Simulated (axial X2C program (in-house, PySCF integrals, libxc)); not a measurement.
**ICl: bond curves with and without spin–orbit coupling**

What are the state, bond length, wavenumber and bond energy of ICl, and what does spin–orbit coupling change?

Computed with an in-house X2C program for linear molecules on PySCF integrals. Level: all-electron X2C, I dyall-cv3z, Cl dyall-av3z.

All values are calculated.

### Step 1. Input

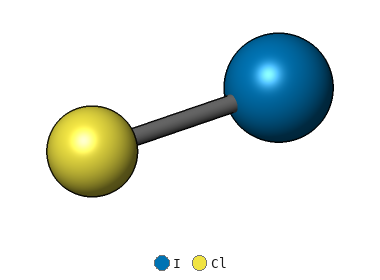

The two atoms at 2.320 Å (iodine blue, chlorine yellow).

Contents of task.json:

```json
{
 "zs": [
  53,
  17
 ],
 "q": 0,
 "bas": [
  "dyall-cv3z",
  "dyall-av3z"
 ],
 "levels": [
  "PBE0",
  "HF",
  "PBE50"
 ],
 "cc": true,
 "r0": 2.32,
 "thr": -2.0,
 "nmax": 90,
 "npts": 10,
 "nst": 2,
 "ntry": 6
}
```

Keys: zs atomic numbers; q charge; bas basis sets; levels methods (HF also brings MP2); cc coupled cluster on or off; r0 starting distance in Å; thr threshold in hartree for freezing inner shells (an s shell follows its p shell); nmax most natural virtual spinors; npts points asked for on the curve; nst determinants followed; ntry starts of the search.

Started as:

```console
> python so2c.py task.json out
```

Spin-free means the one-electron spin-free X2C Hamiltonian; two-component (2c) means X2C with spin–orbit coupling and atomic mean-field two-electron Coulomb and Gaunt terms. Basis: I dyall-cv3z contracted to [11s12p8d4f1g], Cl dyall-av3z contracted to [9s8p3d2f]; Gaussian nuclei, density fitting. Masses: I 126.904 u, Cl 34.969 u.

Notation: σ, π±, δ± give the projection m of an orbital's angular momentum (0, ±1, ±2), α and β its spin, Λ and M_S the sums; ω is the projection of a spinor's total angular momentum and Ω the sum. Logs are in hartree.

The results follow Hamiltonian by Hamiltonian and level by level.

### Step 2. State search with PBE0

Determinants are compared with PBE0 at 2.320 Å.

Spin-free determinants:

```
ΔE (eV)           state                              open shells
   0.00  M_S = 0, Λ = 0                             closed shell
   2.12  M_S = 1, Λ = 1  beyond closed shells: σα, π+α, π+β, π-α
   2.35  M_S = 0, Λ = 1  beyond closed shells: σβ, π+α, π+β, π-α
   5.08  M_S = 1, Λ = 0           beyond closed shells: π+α, π-α
   5.73  M_S = 0, Λ = 0           beyond closed shells: π+β, π-α
   5.73  M_S = 0, Λ = 2           beyond closed shells: π+α, π+β
```

Two-component determinants:

```json
{"ΔE (eV)": "0.00", "state": "Ω = 0", "open shells": "closed shell"}
{"ΔE (eV)": "1.91", "state": "Ω = 2", "open shells": "excess of +ω over −ω: ω = 1/2, ω = 3/2"}
{"ΔE (eV)": "2.14", "state": "Ω = 1", "open shells": "excess of +ω over −ω: ω = -1/2, ω = 3/2"}
{"ΔE (eV)": "2.65", "state": "Ω = 1", "open shells": "excess of +ω over −ω: 2 × ω = 1/2"}
{"ΔE (eV)": "5.31", "state": "Ω = 0", "open shells": "closed shell"}
```

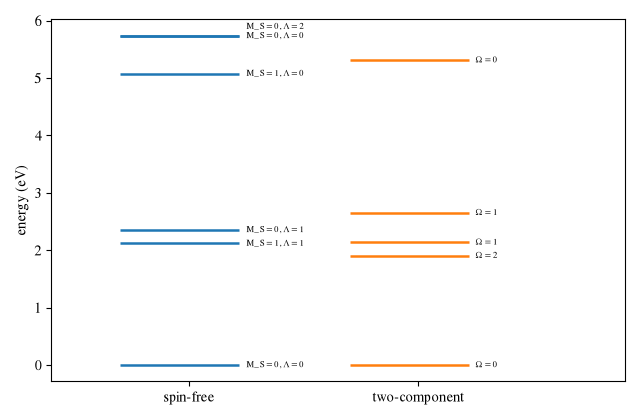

The determinants found, each set from its own lowest.

### Step 3. PBE0, spin-free

State followed: M_S = 0, Λ = 0 (closed shell). The scan is laid around 2.338 Å, a first estimate of the minimum, and this SCF restarts from the orbitals of the search.

Output at 2.338 Å:

```text
spin-free X2C-1e  PBE0
basis functions 186  fitting functions 937  grid points 5080
iter        total energy     max residual
   1      -7576.679396379     2.27e+00
   2      -7576.844615184     1.13e-02
   3      -7576.844619172     3.32e-03
   4      -7576.844728967     8.86e-04
   5      -7576.844730495     5.43e-04
   6      -7576.844730681     1.01e-04
   7      -7576.844730738     6.14e-05
   8      -7576.844730744     1.92e-05
converged
one-electron -10797.26677345  Coulomb 3227.65042381  exact exchange -51.99509969  xc functional -159.16342129  nuclear repulsion 203.93013988
```

Along the bond, energies from the lowest point:

| R (Å) | E (eV) | μ (D) | HOMO (eV) | LUMO (eV) | iterations |
| --- | --- | --- | --- | --- | --- |
| 2.034 | 0.9985 | -0.39 | -7.29 | -1.68 | 19 |
| 2.128 | 0.3838 | -0.66 | -7.49 | -2.30 | 16 |
| 2.198 | 0.1348 | -0.85 | -7.63 | -2.76 | 15 |
| 2.268 | 0.0178 | -1.02 | -7.75 | -3.20 | 13 |
| 2.338 | 0.0000 | -1.19 | -7.87 | -3.60 | 8 |
| 2.420 | 0.0704 | -1.37 | -7.99 | -4.05 | 14 |
| 2.502 | 0.2094 | -1.53 | -8.10 | -4.45 | 12 |
| 2.607 | 0.4527 | -1.73 | -8.23 | -4.92 | 13 |
| 2.736 | 0.8026 | -1.94 | -8.36 | -5.41 | 13 |
| 2.922 | 1.3396 | -2.20 | -8.52 | -5.99 | 13 |

Dipoles are positive if Cl is the positive end.

Outer orbitals at the reference distance:

| symmetry | occupied | ε (eV) | atomic character |
| --- | --- | --- | --- |
| σα | yes | -23.94 | 77% Cl s, 12% I s, 5% I p |
| σα | yes | -19.43 | 67% I s, 14% Cl s, 11% Cl p |
| σα | yes | -11.81 | 54% Cl p, 35% I p, 5% I s |
| π-α | yes | -10.35 | 75% Cl p, 22% I p |
| π+α | yes | -10.35 | 75% Cl p, 22% I p |
| π+α | yes | -7.87 | 71% I p, 24% Cl p, 3% Cl d |
| π-α | yes | -7.87 | 71% I p, 24% Cl p, 3% Cl d |
| σα | no | -3.60 | 47% I p, 28% Cl p, 10% I d |
| σα | no | 0.92 | 70% Cl s, 9% I s, 9% Cl p |
| σα | no | 1.53 | 81% Cl p, 14% Cl s, 2% I d |
| π-α | no | 1.76 | 94% Cl p, 4% I p |

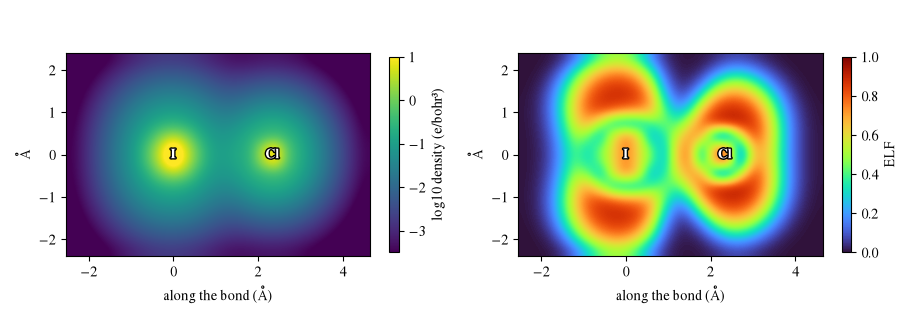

PBE0 fields in a plane through the axis, from a grid of 0.3 Å; I lies at z = 0 and Cl at z = 2.338 Å; the ELF is damped to zero where the density is low.

Re = 2.317 Å, ωe = 401 cm⁻¹, ωexe = 1.2 cm⁻¹, Be = 0.1145 cm⁻¹, De = 2.40 eV, μ = -1.14 D.

### Step 4. HF, spin-free

The SCF at the reference distance of 2.338 Å:

```text
spin-free X2C-1e  HF
basis functions 186  fitting functions 937  grid points 5080
iter        total energy     max residual
   1      -7573.666608534     3.51e-01
   2      -7573.690565227     7.08e-03
   3      -7573.691141284     8.42e-03
   4      -7573.691217949     1.25e-03
   5      -7573.691223251     2.59e-04
   6      -7573.691223734     1.26e-04
   7      -7573.691223820     3.46e-05
   8      -7573.691223831     1.54e-05
   9      -7573.691223832     4.29e-06
  10      -7573.691223832     1.10e-06
converged
one-electron -10795.68133602  Coulomb 3226.11200571  exact exchange -208.05203340  xc functional 0.00000000  nuclear repulsion 203.93013988
```

Re = 2.313 Å, ωe = 421 cm⁻¹, ωexe = 1.08 cm⁻¹, Be = 0.1149 cm⁻¹, De = 0.832 eV, μ = -1.31 D.

### Step 5. PBE50, spin-free

Output at 2.338 Å:

```text
spin-free X2C-1e  PBE50
basis functions 186  fitting functions 937  grid points 5080
iter        total energy     max residual
   1      -7576.956711711     1.20e-01
   2      -7576.959876934     1.68e-03
   3      -7576.959903747     1.02e-03
   4      -7576.959907721     3.38e-04
   5      -7576.959908909     8.02e-05
   6      -7576.959908928     4.41e-05
   7      -7576.959908947     1.07e-05
   8      -7576.959908947     4.73e-06
converged
one-electron -10797.31734893  Coulomb 3227.73215379  exact exchange -104.01276192  xc functional -107.29209178  nuclear repulsion 203.93013988
```

Re = 2.293 Å, ωe = 424 cm⁻¹, ωexe = 1.16 cm⁻¹, Be = 0.117 cm⁻¹, De = 2.20 eV, μ = -1.14 D.

### Step 6. MP2 and beyond, spin-free

Correlated methods: 14 electrons correlated (frozen shells, counted by type: I 4 s, 3 p, 2 d; Cl 2 s, 1 p), 244 virtual spinors in MP2, 90 natural virtuals in coupled cluster.

Output of the correlated part at 2.338 Å:

```text
correlated 14  virtual 244  natural virtual 90  E(MP2) -0.338933214  MP2 remainder -0.014873634
iter   CCSD correlation   residual
   1     -0.345416884   1.11e-01
   2     -0.354256483   3.70e-02
   3     -0.355078163   1.07e-02
   4     -0.355076840   3.64e-03
   5     -0.355091654   1.03e-03
   6     -0.355089657   3.76e-04
   7     -0.355090268   1.09e-04
   8     -0.355091111   3.03e-05
   9     -0.355090752   7.99e-06
  10     -0.355090723   2.02e-06
  11     -0.355090692   5.80e-07
  12     -0.355090693   2.09e-07
(T) -0.014733035  T1 0.0119  D1 0.0213  max T2 0.109
```

T1 in the output is the amplitude norm over the root of the electron number; divide by √2 for the Lee–Taylor value.

MP2: Re = 2.323 Å, ωe = 403 cm⁻¹, Be = 0.1139 cm⁻¹, De = 2.39 eV.

CCSD: Re = 2.336 Å, ωe = 392 cm⁻¹, ωexe = 1.27 cm⁻¹, Be = 0.1127 cm⁻¹, De = 2.12 eV. T1 at Re = 0.008 (Lee–Taylor, the printed value over √2).

CCSD(T): Re = 2.343 Å, ωe = 383 cm⁻¹, ωexe = 1.38 cm⁻¹, Be = 0.112 cm⁻¹, De = 2.24 eV. T1 at Re = 0.008 (Lee–Taylor, the printed value over √2).

### Step 7. A higher determinant, spin-free

State: M_S = 1, Λ = 1 (beyond closed shells: σα, π+α, π+β, π-α).

Output at the reference distance:

```text
spin-free X2C-1e  PBE0
basis functions 186  fitting functions 937  grid points 5080
iter        total energy     max residual
   1      -7576.591883264     2.31e+00
   2      -7576.769429797     1.32e-02
   3      -7576.769447034     3.64e-03
   4      -7576.769592326     1.07e-03
   5      -7576.769595002     6.75e-04
   6      -7576.769595250     1.29e-04
   7      -7576.769595321     6.53e-05
   8      -7576.769595326     2.05e-05
   9      -7576.769595326     1.86e-06
converged
one-electron -10797.08957235  Coulomb 3227.56107094  exact exchange -51.99714306  xc functional -159.17409074  nuclear repulsion 203.93013988
```

| R (Å) | E above the lowest PBE0 point (eV) |
| --- | --- |
| 2.034 | 4.404 |
| 2.128 | 3.344 |
| 2.198 | 2.773 |
| 2.268 | 2.350 |
| 2.338 | 2.045 |
| 2.420 | 1.806 |
| 2.502 | 1.663 |
| 2.607 | 1.585 |
| 2.736 | 1.599 |

No constants are quoted: too few points lie around the minimum for a second fit to confirm the first.

### Step 8. The spin-free curves together

Energy (eV) of the followed determinant, spin-free, from each level's lowest point:

| R (Å) | PBE0 | HF | MP2 | CCSD | CCSD(T) | PBE50 |
| --- | --- | --- | --- | --- | --- | --- |
| 2.034 | 0.998 | 1.045 | 1.061 | n/a | n/a | 0.890 |
| 2.128 | 0.384 | 0.397 | 0.417 | 0.461 | 0.481 | 0.310 |
| 2.198 | 0.135 | 0.135 | 0.153 | 0.182 | 0.196 | 0.088 |
| 2.268 | 0.018 | 0.014 | 0.025 | 0.039 | 0.047 | 0.000 |
| 2.338 | 0.000 | 0.000 | 0.000 | 0.000 | 0.000 | 0.011 |
| 2.420 | 0.070 | 0.083 | 0.065 | 0.049 | 0.038 | 0.116 |
| 2.502 | 0.209 | 0.242 | 0.201 | 0.169 | 0.147 | 0.290 |
| 2.607 | 0.453 | 0.519 | 0.443 | 0.390 | 0.350 | 0.578 |
| 2.736 | 0.803 | 0.922 | 0.793 | n/a | n/a | 0.981 |
| 2.922 | 1.340 | 1.552 | 1.326 | n/a | n/a | 1.592 |

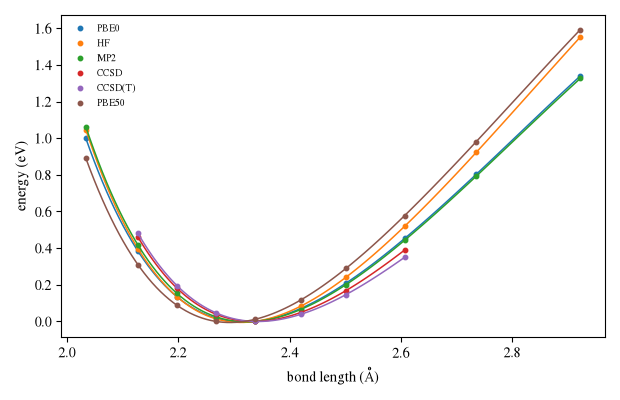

Curves of the followed state, spin-free, each from its own lowest point.

(Part 1 of 2 ends here.)
